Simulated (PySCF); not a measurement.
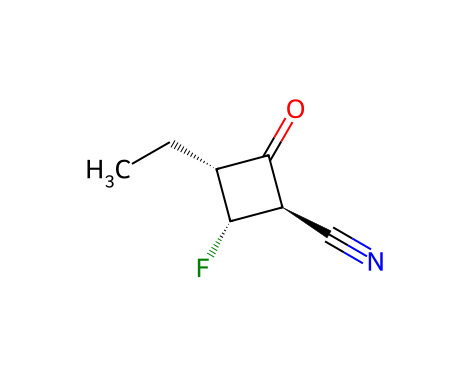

The geometry was computed by an optimisation with GFN2-xTB. No frequency run is at hand to confirm it as a minimum. Method: PBE0/pcSseg-1, gas phase (PySCF 2.14.0).

Predict the main results.

The species is C₇H₈FNO (`CC[C@@H]1C(=O)[C@@H](C#N)[C@@H]1F`).
- dipole moment: 4.30 D
- HOMO energy (Kohn–Sham orbital): −7.99 eV
- LUMO energy (Kohn–Sham orbital): −1.72 eV
- HOMO–LUMO gap: 6.27 eV
